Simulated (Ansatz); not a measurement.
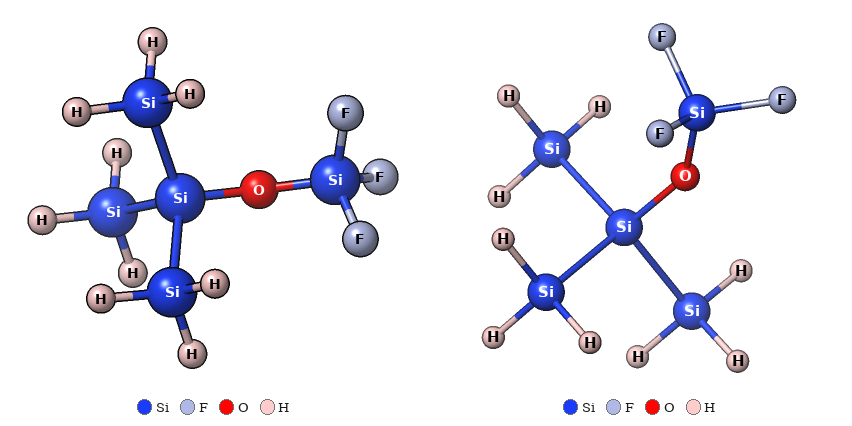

Both panels show the same species.

Question: Give the formula.

Answer: F3H9OSi5, 18 atoms: 3 fluorine, 9 hydrogen, 1 oxygen and 5 silicon.

Question: Count the bonded pairs by element.

Answer: 9 Si–H, 3 F–Si, 3 Si–Si, 2 O–Si. Sticks follow a distance rule.

More results for the same structure follow; atom numbers are the same in all pictures, views and colours differ. Computed geometry: PBE0-D4/def2-TZVP optimisation.

**Vibrations**

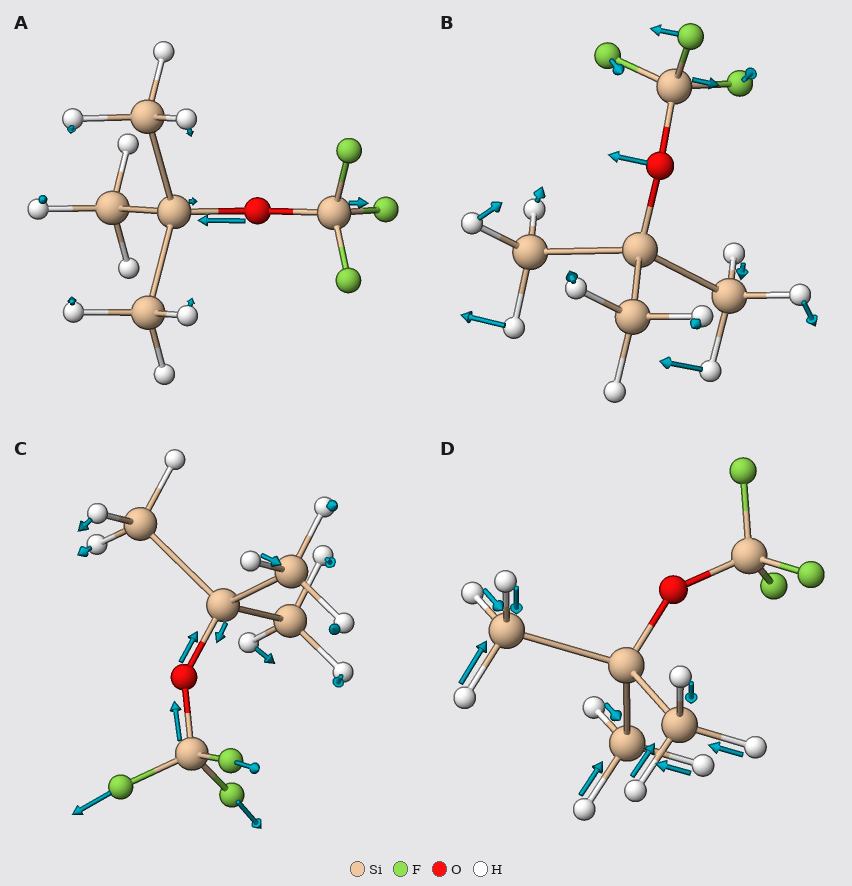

4 normal modes of one molecule or complex, as arrows. Harmonic vibrations computed with RKS PBE0-D4/def2-TZVP (Ansatz 0.2.0) at a stationary point of the same level.

Question: Match the panels to the wavenumbers 388 cm⁻¹, 878 cm⁻¹, 1151 cm⁻¹, 2217 cm⁻¹.

Answer: A: 1151 cm⁻¹, out-of-phase stretching of 2 O–Si bonds
B: 388 cm⁻¹, angle bending
C: 878 cm⁻¹
D: 2217 cm⁻¹, in-phase stretching of 9 Si–H bonds

**Charges**

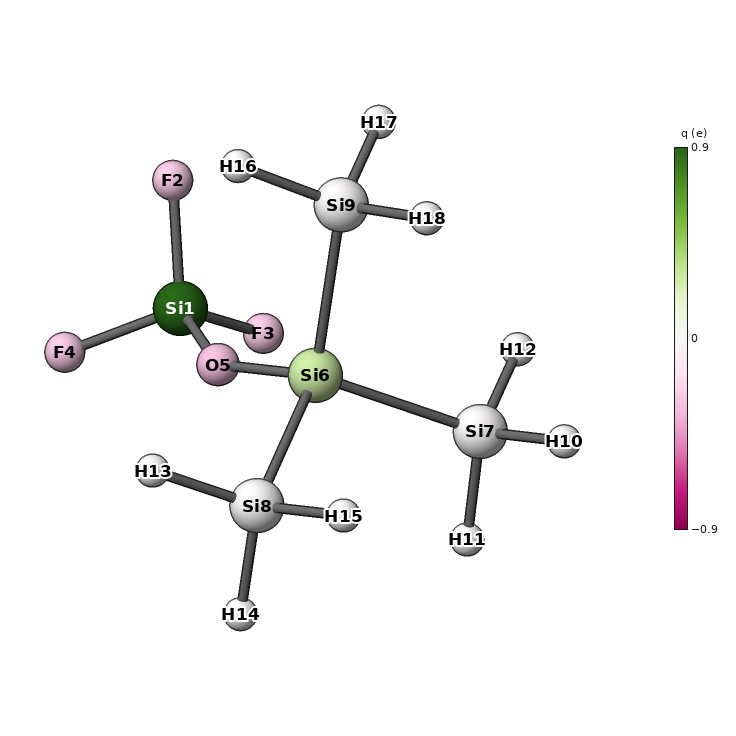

Atoms are coloured by their Mulliken charges. Properties computed with RKS PBE0-D4/def2-TZVP (Ansatz 0.2.0).

Question: Which atom carries the highest charge (most positive or least negative)?

Answer: Si1 (0.89 e).

Question: And the lowest?

Answer: O5 (−0.32 e).

Give the Mulliken charges atom by atom.

```tsv
atom	value (e)
Si1	0.89
F2	−0.28
F3	−0.28
F4	−0.28
O5	−0.32
Si6	0.28
Si7	−0.02
Si8	0.00
Si9	−0.02
H10	0.00
H11	0.00
H12	0.01
H13	0.00
H14	0.00
H15	0.00
H16	0.00
H17	0.01
H18	0.00
```

**Dipole moment**

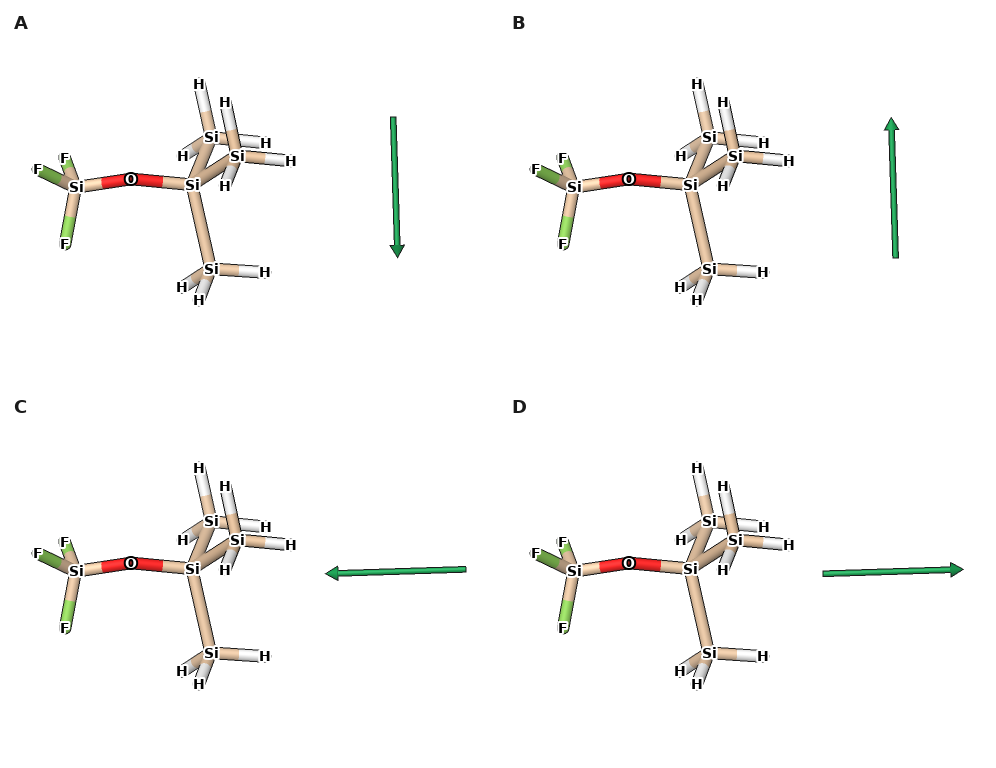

The same molecule four times, each with an arrow. Properties computed with RKS PBE0-D4/def2-TZVP (Ansatz 0.2.0).

Question: Which arrow points along the dipole moment, from the negative to the positive end?

Answer: D. The dipole moment is 1.94 D.

Mulliken values depend strongly on the basis set and can even reverse the polarity of a bond.
